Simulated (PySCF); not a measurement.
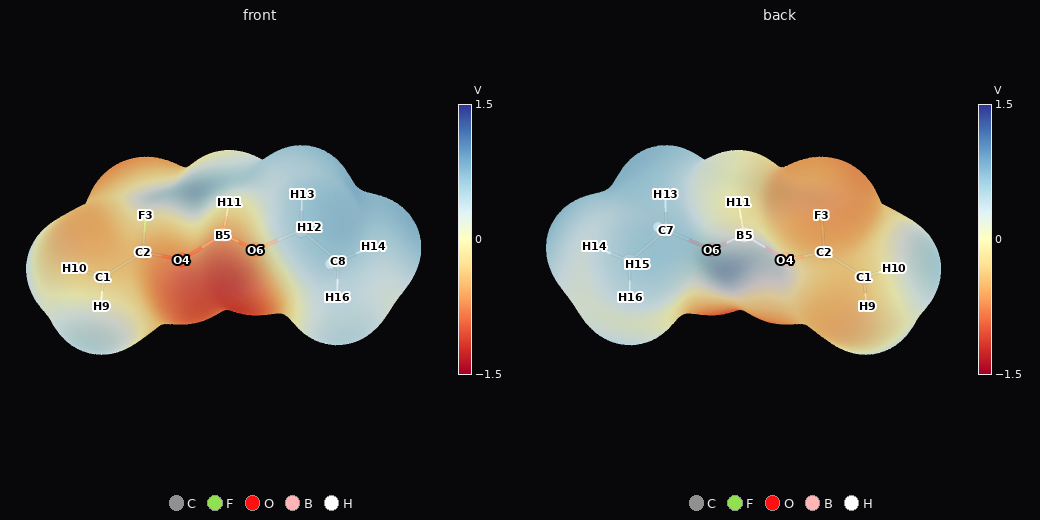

Figure 1: C₄H₈BFO₂ (SMILES C=C(F)OBOCC). The molecular electrostatic potential painted on the density surface at 0.001 e/bohr³, seen from the front and from behind; the colour scale runs from red (negative) to blue (positive).

Geometry: GFN2-xTB.

Level of theory: PBE0/pcSseg-1, SCF density, gas phase, non-relativistic (PySCF).

| atom | x (Å) | y (Å) | z (Å) |
| --- | --- | --- | --- |
| C | -3.8140 | -0.0829 | 0.2800 |
| C | -2.5953 | 0.4150 | 0.4028 |
| F | -2.4414 | 1.7106 | 0.7802 |
| O | -1.4676 | -0.2413 | 0.1878 |
| B | -0.1884 | 0.2290 | 0.3251 |
| O | 0.7558 | -0.6813 | 0.0761 |
| C | 2.1391 | -0.4096 | 0.1226 |
| C | 2.7075 | -0.2626 | -1.2846 |
| H | -3.9546 | -1.1025 | -0.0170 |
| H | -4.6729 | 0.5271 | 0.4787 |
| H | 0.0531 | 1.3398 | 0.6489 |
| H | 2.6103 | -1.2566 | 0.6331 |
| H | 2.3281 | 0.5036 | 0.7009 |
| H | 3.7802 | -0.0979 | -1.2338 |
| H | 2.2413 | 0.5810 | -1.7880 |
| H | 2.5113 | -1.1625 | -1.8614 |

**Where is the surface potential most negative and most positive?**

The most negative region (about −1.2 V, or −28 kcal/mol for a unit charge) lies over O6, the most positive (about +0.8 V, or +18 kcal/mol for a unit charge) over B5 and C7. O6 is the likeliest acceptor of a hydrogen bond.
